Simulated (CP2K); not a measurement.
# BCl (SMILES [B]Cl): Pade/SZV-MOLOPT-SR-GTH (core potential)

Aim: the vertical electron affinity of BCl at Pade/SZV-MOLOPT-SR-GTH (core potential), from 2 runs. 

Program for the calculation: CP2K 2026.2.

1 further run of the same task is left out (set aside as unsound or not needed).

## Step 1: The system as given

BCl: 2 atoms, total charge 0, spin state singlet. SMILES: `[B]Cl`. The coordinates come from a PBE0-D4/def2-TZVP relaxation.

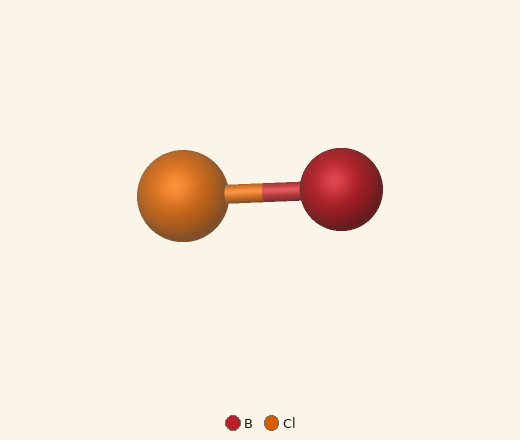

The structure, seen from a chosen angle (boron red, chlorine orange).

## Step 2: The energy at Pade/SZV-MOLOPT-SR-GTH (core potential)

gas.inp

```
&GLOBAL
   PROJECT gas
   RUN_TYPE ENERGY
   PRINT_LEVEL MEDIUM
&END

&FORCE_EVAL
   METHOD QUICKSTEP
   &DFT
      BASIS_SET_FILE_NAME BASIS_MOLOPT
      POTENTIAL_FILE_NAME GTH_POTENTIALS
      &QS
         METHOD GPW
         EPS_DEFAULT 1.0E-10
      &END
      &MGRID
         CUTOFF 400
         REL_CUTOFF 50
         NGRIDS 4
      &END
      &POISSON
         PERIODIC NONE
         POISSON_SOLVER WAVELET
      &END
      &SCF
         SCF_GUESS ATOMIC
         EPS_SCF 1.0E-06
         MAX_SCF 30
         &OT
            MINIMIZER DIIS
            PRECONDITIONER FULL_SINGLE_INVERSE
         &END
         &OUTER_SCF
            EPS_SCF 1.0E-06
            MAX_SCF 8
         &END
      &END
      &XC
         &XC_FUNCTIONAL PADE
         &END
      &END
      &PRINT
         &MOMENTS
            PERIODIC F
            REFERENCE COM
            MAX_MOMENT 1
         &END
         &MO_CUBES
            NLUMO 5
            NHOMO -1
            WRITE_CUBE F
         &END
         &HIRSHFELD OFF
         &END
      &END
   &END
   &SUBSYS
      &CELL
         ABC 11.7 11.7 11.7
         PERIODIC NONE
      &END
      &COORD
         SCALED T
         B    0.50000000   0.50000000   0.42658761
         Cl   0.50000000   0.50000000   0.57341239
      &END
      &KIND B
         BASIS_SET SZV-MOLOPT-SR-GTH-q3
         POTENTIAL GTH-PADE-q3
      &END
      &KIND Cl
         BASIS_SET SZV-MOLOPT-SR-GTH-q7
         POTENTIAL GTH-PADE-q7
      &END
   &END
&END
```

Run with:

```
$ OMP_NUM_THREADS=1 cp2k.psmp gas.inp > gas.out
```

The program printed:

```text
CP2K| version string:                                       CP2K version 2026.2
[...]
 GLOBAL| Method name                                                        CP2K
[...]
 GLOBAL| Run type                                                         ENERGY
[...]
 DFT| Spin restricted Kohn-Sham (RKS) calculation                            RKS
 DFT| Multiplicity                                                             1
[...]
 DFT| Charge                                                                   0
[...]
 FUNCTIONAL| PADE:
 QS| Method:                                                                 GPW
[...]
 QS| Density cutoff [a.u.]:                                                200.0
[...]
 QS| Relative density cutoff [a.u.]:                                        25.0
[...]
                             - Atoms:                                          2
[...]
                             - Spherical basis functions:                      8
[...]
 Number of electrons:                                                         10
[...]
     1 OT DIIS     0.80E-01    1.6     0.24278900       -17.4770159868 -1.75E+01
[...]
    16 OT DIIS     0.80E-01    1.1     0.00000026       -17.6325317282 -1.46E-12
  *** SCF run converged in    16 steps ***
[...]
  Overlap energy of the core charge distribution:               0.00000034907144
  Self energy of the core charge distribution:                -39.56460940853642
  Core Hamiltonian energy:                                      9.57431655755964
  Hartree energy:                                              16.13147197535881
  Exchange-correlation energy:                                 -3.77371120169773
  Total energy:                                               -17.63253172824426
[...]
                     Mulliken Population Analysis
 #  Atom  Element  Kind  Atomic population                           Net charge
       1     B        1          2.949324                              0.050676
       2     Cl       2          7.050676                             -0.050676
 # Total charge                             10.000000                 -0.000000
[...]
  Dipole moment [Debye]
    X=  0.7117794E-06 Y=  0.3500283E-06 Z=  0.7779105E+00  Total=      0.7779105
[...]
 HOMO - LUMO gap [eV] :    3.309528
 ENERGY| Total FORCE_EVAL ( QS ) energy [hartree]            -17.632531728244263
[...]
```

Wall time 20 s (1 thread of Arm Neoverse V2, shared host); peak memory 0.96 GiB.

## Step 3: The doublet anion at the same level

mol.inp

```
&global
   project mol
   run_type ENERGY
   print_level MEDIUM
&end global
&force_eval
   method QUICKSTEP
   &dft
      basis_set_file_name BASIS_MOLOPT
      potential_file_name GTH_POTENTIALS
      charge -1
      multiplicity 2
      unrestricted_kohn_sham T
      ! Quickstep
      &qs
         method GPW
         eps_default 1.0E-10
      &end qs
      ! real-space grids
      &mgrid
         cutoff 400
         rel_cutoff 50
         ngrids 4
      &end mgrid
      &poisson
         periodic NONE
         poisson_solver WAVELET
      &end poisson
      &scf
         scf_guess ATOMIC
         eps_scf 1.0E-06
         max_scf 40
         &ot
            minimizer DIIS
            preconditioner FULL_ALL
         &end ot
         &outer_scf
            eps_scf 1.0E-06
            max_scf 10
         &end outer_scf
      &end scf
      ! functional
      &xc
         &xc_functional PADE
         &end xc_functional
      &end xc
      &print
         &moments
            periodic F
            reference COM
            max_moment 1
         &end moments
         &mo_cubes
            nlumo 1
            nhomo -1
            write_cube F
         &end mo_cubes
         &hirshfeld OFF
         &end hirshfeld
      &end print
   &end dft
   &subsys
      &cell
         abc 11.7 11.7 11.7
         periodic NONE
      &end cell
      &coord
         UNIT bohr
         B      0.0000000     0.0000000    -0.1316383
         Cl     0.0000000     0.0000000     3.1146277
      &end coord
      &topology
         &center_coordinates
         &end center_coordinates
      &end topology
      &kind B
         basis_set SZV-MOLOPT-SR-GTH-q3
         potential GTH-PADE-q3
      &end kind
      &kind Cl
         basis_set SZV-MOLOPT-SR-GTH-q7
         potential GTH-PADE-q7
      &end kind
   &end subsys
&end force_eval
```

Run with:

```
$ OMP_NUM_THREADS=1 cp2k.psmp -i mol.inp > mol.out 2>&1
```

The program printed:

```text
CP2K| version string:                                       CP2K version 2026.2
[...]
 GLOBAL| Method name                                                        CP2K
[...]
 GLOBAL| Run type                                                         ENERGY
[...]
 DFT| Spin unrestricted (spin-polarized) Kohn-Sham calculation               UKS
 DFT| Multiplicity                                                             2
[...]
 DFT| Charge                                                                  -1
[...]
 FUNCTIONAL| PADE:
 QS| Method:                                                                 GPW
[...]
 QS| Density cutoff [a.u.]:                                                200.0
[...]
 QS| Relative density cutoff [a.u.]:                                        25.0
[...]
                             - Atoms:                                          2
[...]
                             - Spherical basis functions:                      8
[...]
 Number of electrons:                                                          6
[...]
     1 OT DIIS     0.15E+00    1.8     0.09683828       -17.3680050661 -1.74E+01
[...]
    32 OT DIIS     0.15E+00    1.6     0.00000045       -17.5089003224 -1.80E-09
  *** SCF run converged in    32 steps ***
[...]
  Overlap energy of the core charge distribution:               0.00000034907110
  Self energy of the core charge distribution:                -39.56460940853642
  Core Hamiltonian energy:                                     10.79016480070391
  Hartree energy:                                              15.52348748552544
  Exchange-correlation energy:                                 -4.25794354920000
  Total energy:                                               -17.50890032243598
[...]
                     Mulliken Population Analysis
 #  Atom  Element  Kind  Atomic population (alpha,beta) Net charge  Spin moment
       1     B        1         2.303152     1.317977    -0.621129     0.985175
       2     Cl       2         3.696848     3.682023    -0.378871     0.014825
 # Total charge and spin        6.000000     5.000000    -1.000000     1.000000
[...]
  Dipole moment [Debye]
    X=  0.4949435E-05 Y= -0.1169962E-05 Z=  0.4539621E+01  Total=      4.5396211
[...]
 HOMO - LUMO gap [eV] :    3.659497
 ENERGY| Total FORCE_EVAL ( QS ) energy [hartree]            -17.508900322435977
[...]
```

Wall time 54 s (1 thread of Arm Neoverse V2, shared host); peak memory 1.1 GiB.

## Step 4: Summary of results

Level: Pade/SZV-MOLOPT-SR-GTH (core potential).

```
                                         quantity         value
                        singlet BCl: total energy  -17.63253 Eh
                       singlet BCl: dipole moment        0.78 D
                         singlet BCl: HOMO energy      -5.07 eV
                         singlet BCl: LUMO energy      -1.76 eV
                       singlet BCl: HOMO–LUMO gap       3.31 eV
                      doublet anion: total energy  -17.50890 Eh
doublet anion: HOMO energy (highest over α and β)       8.80 eV
 doublet anion: LUMO energy (lowest over α and β)       9.00 eV
                              doublet anion: ⟨S²⟩         0.751
vertical electron affinity (to the doublet anion)     -3.364 eV
```

In words: The anion lies 3.36 eV (78 kcal/mol) above the neutral: the electron isn't bound at this level, and such a value depends on the basis. Without diffuse functions anions come out too high. In a minimal basis such a difference can be off by several eV, whatever the method. The HOMO (doublet anion) lies at positive energy, 8.80 eV; only total energies tell whether the electron is bound.
